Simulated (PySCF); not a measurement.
**C₂H₄, SMILES `C=C`: what the electrons do**

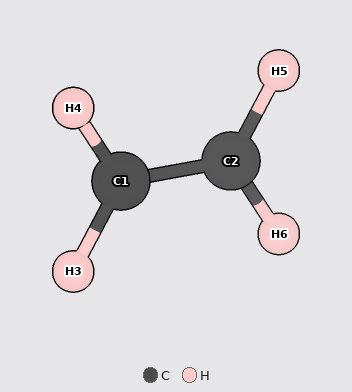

The molecule, with its atoms numbered as below. No frequency check shows the geometry to be a minimum.

Geometry (Å), atoms numbered from 1:

```
C1      -0.6582    0.0000    0.0000
C2       0.6582    0.0000    0.0000
H3      -1.2293   -0.9140    0.0000
H4      -1.2293    0.9140    0.0000
H5       1.2293    0.9140    0.0000
H6       1.2293   -0.9140    0.0000
```

### 1. Excited states

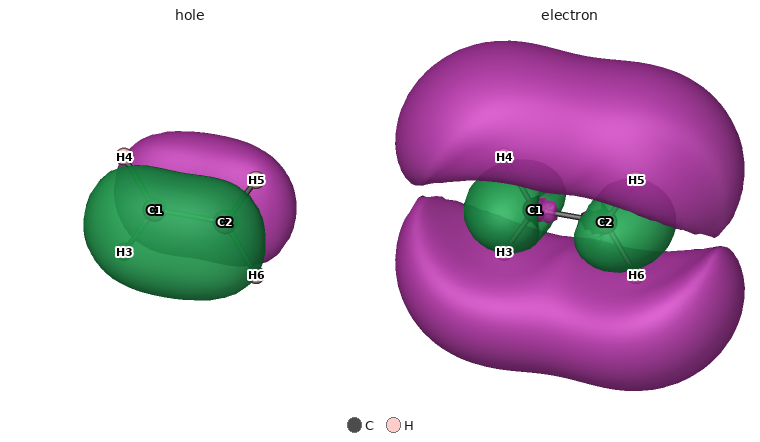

Leading natural transition orbital pair of S₃ (TDA singlet states); the surfaces enclose about 85 % of each orbital's density.

Computed with PySCF, BHandHLYP/def2-SVP, geometry: GFN2-xTB. Without diffuse functions Rydberg states are missing, so the states' numbers hold for this basis only.

Where does the state lie, and where do hole and electron sit?

Answer. 8.98 eV (138 nm), f = 0.006, partly diffuse acceptor orbital, which a basis without diffuse functions describes poorly; the leading pair carries 100 %; hole on C1 and C2 (43 % each), electron on H3, H4, H5 and H6 (17 % each) and C1 and C2 (16 % each) (atom shares of so diffuse an orbital are rough); their centroids lie 0.0 Å apart. In canonical orbitals it is mainly HOMO → LUMO+1 (100 %). The HOMO–LUMO gap is 10.54 eV.

### 2. Removing or adding an electron

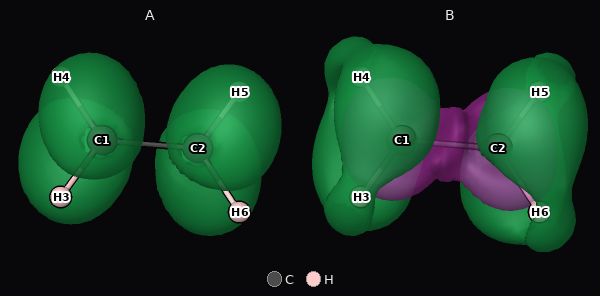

The Fukui function f⁺ from two separate SCF calculations and the density of the LUMO, at ±0.03 e/Å³ (green positive, purple negative).

Method: B3LYP/6-311G**; geometry: GFN2-xTB; program: PySCF.

Which panel is which, and how good is the frozen-orbital picture?

Answer. B is f⁺ (it has negative regions), A the LUMO density. The LUMO lies on C1 and C2 (39 % each) and H3, H4, H5 and H6 (6 % each); f⁺ (Hirshfeld-condensed) is largest on C1 and C2 (0.27 each); the vertical electron affinity is −2.84 eV (the stability of the anion's solution wasn't checked; negative, but this basis has no diffuse functions, so it doesn't show that the anion is unbound). Relaxation shifts 23 % of the electron between atoms. The orbital energy is 0.16 eV.

### 3. Localised orbitals

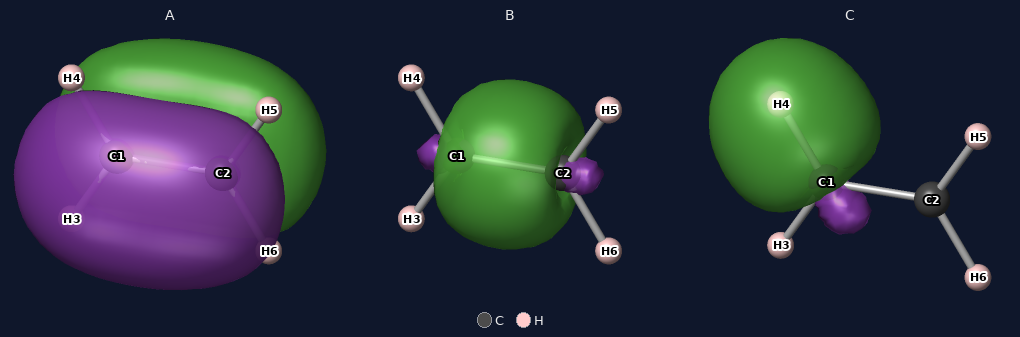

Pipek–Mezey orbitals, occupied; each surface holds about 85 % of the orbital's density. Energies are diagonal elements of the Fock matrix.

PySCF calculation, B3LYP/def2-TZVP, gas phase; geometry: GFN2-xTB.

What does each orbital represent in a Lewis picture?

Answer. By panel:
- A: π bond C2–C1 (C2 50 %, C1 50 %; −7.7 eV)
- B: σ bond C2–C1 (C2 50 %, C1 50 %; −17.1 eV)
- C: σ bond C1–H4 (C1 56 %, H4 44 %; −13.6 eV)

Which has the smallest and which the largest spatial spread?

Answer. Smallest: B (0.73 Å); largest: A (1.22 Å).

The PySCF runs shown took 9.6 s, 26 s and 3.2 s on 1 thread of Arm Neoverse V2, on a shared host.
